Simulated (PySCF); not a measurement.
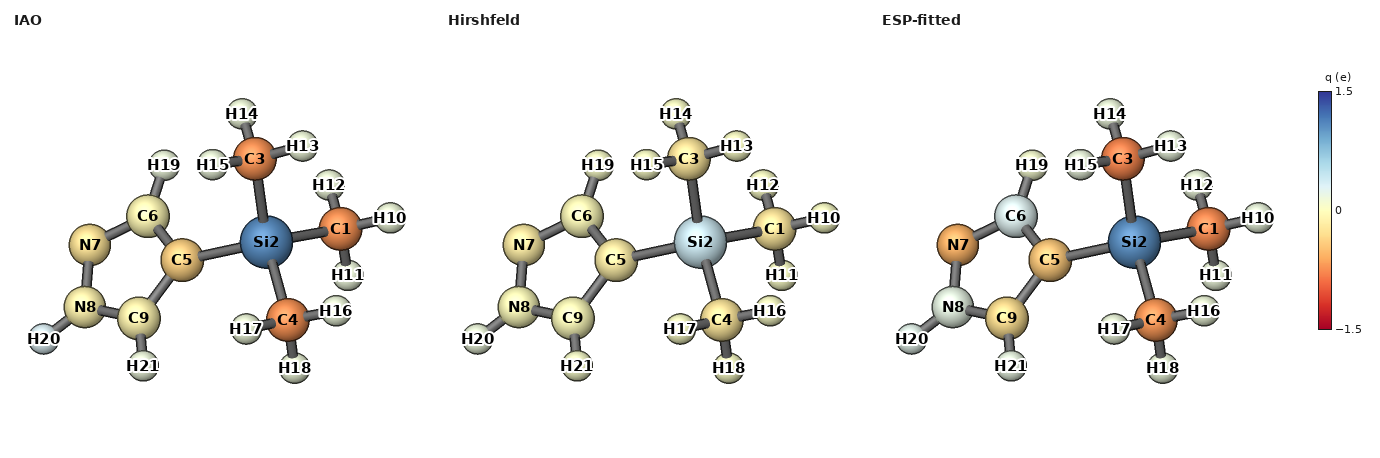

Atomic charges of one calculation by 3 schemes, on one colour scale. Computed geometry: GFN2-xTB optimisation. No frequency run is at hand to confirm it as a minimum. Method: PBE0/pcSseg-1 (PySCF 2.14.0).

Question. On which atom do the schemes disagree most?

Answer. On Si2 (from 0.41 to 1.08 e).

List the charges (e), one line for each set of equivalent atoms.

```csv
atom,IAO,Hirshfeld,ESP-fitted
"C1, C3",−0.72,−0.22,−0.76
Si2,1.08,0.41,1.06
C4,−0.72,−0.22,−0.70
C5,−0.38,−0.15,−0.43
C6,−0.07,−0.03,0.28
N7,−0.25,−0.16,−0.56
N8,−0.11,−0.02,0.21
C9,−0.10,−0.02,−0.28
"H10, H13",0.15,0.04,0.17
"H11, H15",0.15,0.04,0.16
"H12, H14",0.15,0.04,0.16
H16,0.15,0.04,0.15
"H17, H18",0.15,0.04,0.15
H19,0.16,0.06,0.08
H20,0.30,0.16,0.24
H21,0.16,0.06,0.19
```

The geometry is semi-empirical. Around Si such bond lengths and angles can be off by a tenth of an ångström or more and by several degrees, and values that hang on the shape move with them.
